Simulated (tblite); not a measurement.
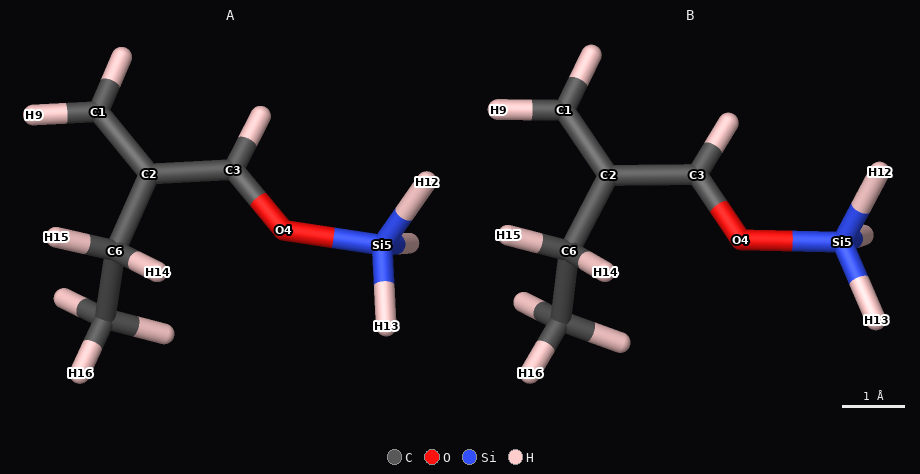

Two geometries of C₅H₁₁OSi (multiplicity 2), drawn at one scale. One is the start of a relaxation, the other its converged end. A stick model, seen face on.

Level of theory: GFN2-xTB geometry optimisation, gas phase (tblite 0.8.0). 

### Which of the two is the end point?

Structure A is the relaxed one. The atom that moves furthest after the best rigid fit is an H atom (0.50 Å). By element the largest moves are H 0.50 Å, O 0.17 Å, C 0.11 Å, Si 0.05 Å. Near-neighbour distances that change, for instance: C–C 1.456 → 1.389 Å, C–C 1.327 → 1.368 Å, O–Si 1.662 → 1.626 Å, H–Si 1.482 → 1.453 Å. Among the angles between lasting bonds that change: C–O–Si 121.0° → 134.4°, O–Si–H 110.3° → 98.9°, H–Si–H 109.5° → 114.0°. The energy falls by 6.57 kcal/mol in 71 geometry steps. The run took 0.38 s on 1 thread of Arm Neoverse V2, with other jobs on the host.
